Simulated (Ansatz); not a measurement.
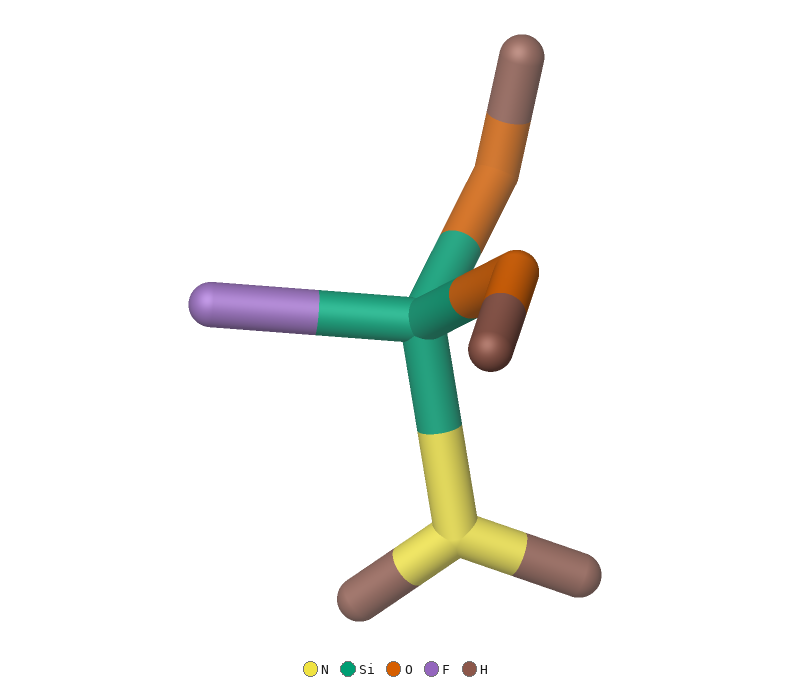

The geometry was computed by an optimisation with PBE0-D4/def2-TZVP. No frequency run is at hand to confirm it as a minimum.

Give the structural formula.

SMILES: N[Si](O)(O)F

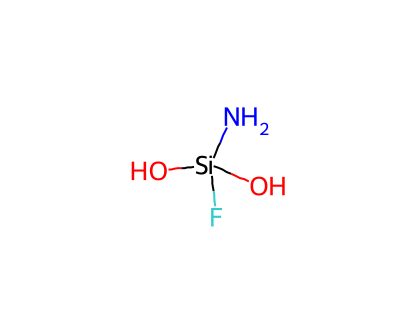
